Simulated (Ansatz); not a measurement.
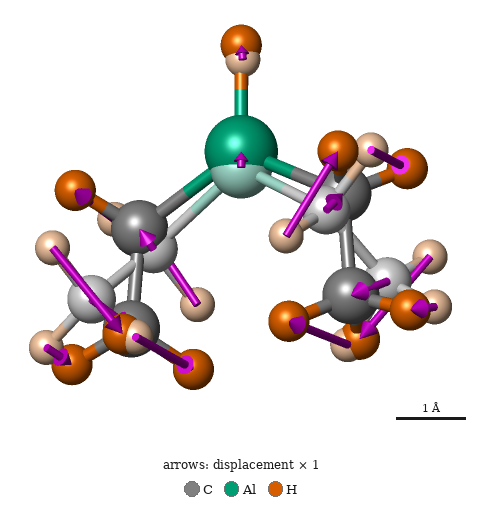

A relaxation of C$_{4}$H$_{11}$Al (coarse preliminary run). The starting structure is drawn faded, the final one solid; purple arrows show the displacements, at their true length. The two geometries are superimposed by the best rigid fit.

Style: ball-and-stick. Shown from a free direction.

The start comes from a force field.

The calculation used RKS PBE-D4/def2-SVP (Ansatz). Set-up: force threshold 0.03 eV/Å; at most 200 steps.

Q: Describe the change and its energy.

A: The energy falls by 12.4 kcal/mol in 28 geometry steps. The largest force component goes from 3.1 to 0.024 eV/Å. The forces were under the threshold at step 11, but the run went on from there. An H atom moves most after the best rigid fit: 1.73 Å. Largest moves by element: H 1.73 Å, C 0.84 Å, Al 0.24 Å. Among the contacts that change: C–H 1.039 → 1.116 Å, C–C 1.481 → 1.537 Å, C–H 1.168 → 1.116 Å, C–H 1.060 → 1.110 Å. Among the angles between lasting bonds that change: C–C–Al 109.0° → 119.7°, Al–C–H 115.1° → 106.1°, Al–C–C 113.6° → 119.8°. Groups turn about Al–C by about 55°, Al–C by about 55°. The run took 41 s on 4 threads of Arm Neoverse V2, on a shared host.
